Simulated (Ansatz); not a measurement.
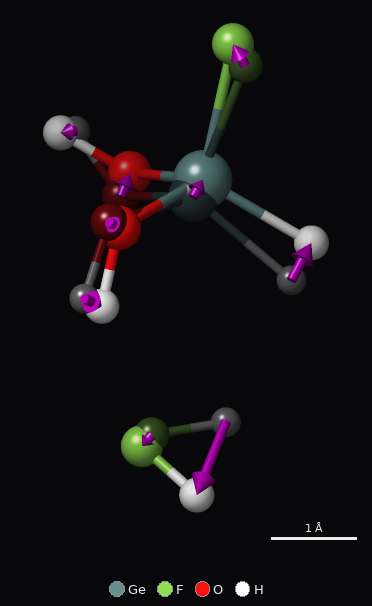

A relaxation of GeH$_{4}$O$_{2}$F$_{2}$. The starting structure is drawn faded, the final one solid; purple arrows show the displacements, at their true length. The two geometries are superimposed by the best rigid fit.

The picture is a ball-and-stick view, seen from a free direction.

The run prepares an end point of a later path (reaction) calculation, from a guessed geometry.

Theory: RKS BHLYP/def2-SVP in Ansatz 0.2.0. Settings: no spin polarisation; force threshold 0.03 eV/Å; at most 50 steps.

**Which element moves most?**

Hydrogen: up to 1.06 Å, against 0.30 Å for oxygen.

**What happened in the run?**

The largest move after the best rigid fit is that of an H atom, 1.06 Å. Largest moves by element: H 1.06 Å, O 0.30 Å, F 0.30 Å, Ge 0.25 Å. Near-neighbour distances that change, for instance: Ge–H 1.540 → 1.514 Å, F–Ge 1.715 → 1.720 Å. Among the angles between lasting bonds that change: O–Ge–H 113.5° → 116.1°, O–Ge–O 114.6° → 112.5°, F–Ge–O 109.8° → 107.7°. After 23 accepted moves (28 points after the start) the energy has fallen by 2.44 kcal/mol. Largest force component: 0.39 eV/Å at the start, 0.013 eV/Å at the end. The line search rejected the trial steps at points 2, 7, 10, 18, 19 of the run. The forces were under the threshold at step 11, but the run went on from there.
